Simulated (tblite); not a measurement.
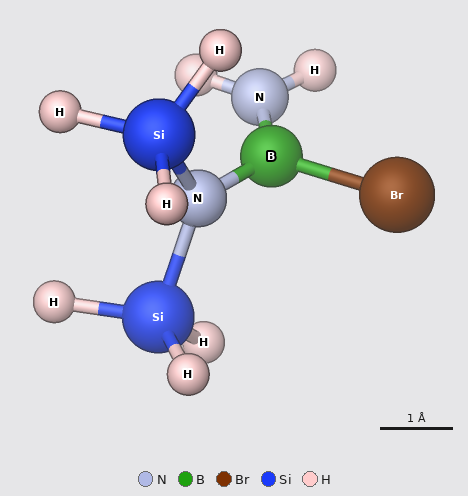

The input geometry (ball-and-stick view, seen at a tilt). Bond lengths as drawn: B–Br 1.93 Å, B–N 1.36 to 1.44 Å, H–N 1.01 Å, H–Si 1.46 to 1.47 Å and N–Si 1.78 to 1.79 Å.

Frequency calculation, with input and output: BSi2N2H8Br (charge +1)

The run: frequency calculation of BSi2N2H8Br, charge +1, multiplicity 2, SMILES [NH2+]B(Br)N([SiH3])[SiH3]. Method and program: GFN2-xTB harmonic vibrations, gas phase (tblite 0.8.0).

It belongs to a series of runs on one base structure; here: electron removed.

### Input
```
{"job": {"kind": "ir", "xc": "GFN2-xTB", "basis": "xTB"}, "charge": 1, "multiplicity": 2}
N      2.196541    -0.246254    -0.497207
B      1.098696    -0.449600     0.286138
Br     1.199490    -1.467448     1.923991
N     -0.246817     0.017056     0.067817
Si    -1.411835    -1.074945    -0.730886
Si    -0.728632     1.597985     0.741891
H      2.192812     0.275849    -1.359188
H      3.112793    -0.609349    -0.277794
H     -2.415982    -1.356765     0.293796
H     -1.893818    -0.213312    -1.815207
H     -0.634455    -2.227631    -1.172079
H      0.409548     2.064188     1.526864
H     -0.924868     2.361471    -0.497313
H     -1.954151     1.328282     1.487011
```

The first line tells a small driver script what to run in tblite; the rest is the geometry in Å.

Run on 1 CPU thread, shared host.

Launch command:
```bash
OMP_NUM_THREADS=1 python <driver script> task.json out
```

### What the program printed
```
mode    cm-1     km/mol
  1     -46.8      0.37
  2      -7.3      3.59
  3      66.5      3.56
  4     104.1      7.01
  5     120.4      1.22
  6     171.6      0.54
  7     261.3      8.38
  8     324.2      4.14
  9     416.5     14.21
 10     458.0      7.83
 11     506.6     17.63
 12     533.7      7.51
 13     534.9     10.83
 14     535.9     10.97
 15     583.9    122.20
 16     591.6     69.31
 17     654.5      6.22
 18     681.3    124.12
 19     687.1     84.64
 20     694.5     24.59
 21     720.6    106.18
 22     745.1    498.84
 23     769.4     49.85
 24     816.6      4.83
 25     878.7     43.52
 26    1003.9      1.40
 27    1422.5     40.33
 28    1521.7    433.05
 29    2189.0     89.51
 30    2214.1     64.77
 31    2257.4     67.24
 32    2287.3     89.68
 33    2307.2    133.38
 34    2317.6    185.26
 35    3462.7     80.23
 36    3497.6     15.27
```

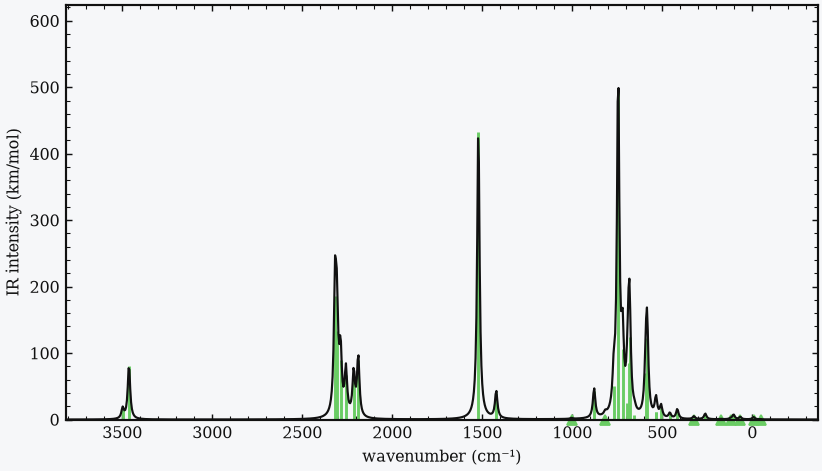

Harmonic infrared spectrum, unscaled: sticks (degenerate modes added up, dark ones marked on the axis) with a Lorentzian envelope of 16 cm⁻¹ full width, scaled to the tallest stick; imaginary modes are drawn at negative wavenumbers. 36 modes from 47i to 3498 cm⁻¹, 1 imaginary beyond 8i (47i cm⁻¹): not a clean minimum; so soft a mode can be a shallow saddle, an incomplete relaxation or noise of the force constants. The strongest line is at 745 cm⁻¹ (499 km/mol).

### Results in brief

- outcome: converged
- total energy: −499.9214 eV
- zero-point energy: 51.9480 kcal/mol
- peak memory: 0.18 GiB
